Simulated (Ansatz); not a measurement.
Cost and result by functional for the adsorption energy of OH on the 1x1 (0001) surface of corundum (cut with top plane Al), one in a 1x1 cell, started at the site 'bridge O-O (span 2.6 Å)', in Ansatz (plane waves, PAW). Single points on the PBE structure, on one kind of machine; costs are rough ratios of the slab run's core time (references not counted) to the cheapest single point. r2SCAN's cost holds its higher cutoff (500 against 420 eV). Differences are taken against r2SCAN for comparison alone: no measured value is at hand, so the table doesn't rank accuracy. The points keep PBE's geometry, so the relaxation of a polaron and the settling of charge on one site are left out.

Host crystal: corundum, with a band gap (PBE, scalar-relativistic without spin-orbit coupling).

Slab: 22 atoms, 6.7 Å thick at the start under the adsorbate (thin: gaps and levels are the slab's own); k 6x6x1, smearing 0.01 eV, dipole-corrected; 9 atoms held, the rest relaxed; no symmetry held; spin-polarised, ending with about 1.0 μB a cell, a value that depends on the mesh; orders that need a larger cell were not tried, no spin-orbit, no U, no dispersion correction. The slab shows no gap over 0.04 eV on its mesh. At the end it is bonded to Al. In PBE it is, or lies within 0.03 eV of, the lowest of the starts that converged. These notes are the PBE run's. r2SCAN: The program's check for a lower electronic state was not made. Adsorption energies are against H2O(g) − ½ H2(g). A negative adsorption energy means that the adsorbate is more stable on the surface than in its reference.

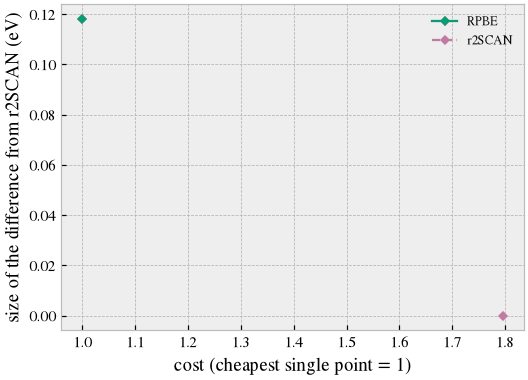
Fig. 1. Difference from r2SCAN against cost

```
functional                     relative cost  adsorption energy (eV)  less r2SCAN (eV)
-----------------------------  -------------  ----------------------  ----------------
RPBE                                       1                    0.87             -0.12
r2SCAN                                     2                    0.99              0.00
PBE (the relaxed run's value)              –                    0.90             -0.09
```

The values span 0.12 eV, while the single points' costs differ by a factor of roughly 2. Differences are of unrounded values.

Ansatz is a quantum-chemistry and plane-wave program.
